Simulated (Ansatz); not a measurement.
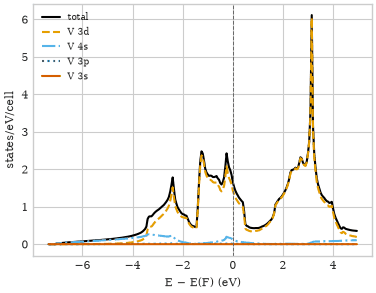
Figure. Total and projected density of states of V (bcc (W type), Im-3m), r²SCAN+D4 (plane waves, PAW; program Ansatz)

Q: Which orbitals carry the states next to the Fermi level?

A: Within 0.5 eV of the Fermi level: V 3d 87 %, V 4s 7 %, outside the projected shells 6 %. Projections are on Löwdin-orthogonalised atomic valence shells; empty p or d shells of many metals are not among them.

Q: Where is the tallest occupied peak in this window, and what makes it?

A: Near -1.2 eV, about 2.5 states/eV per cell; the largest projected share is V 3d.

The cell was relaxed with r²SCAN+D4 under the symmetry of its start. The workflow began spin-polarised and lost its moments. The pairwise dispersion correction was not fitted to metals.

Potentials: the later of the program's two PAW sets.
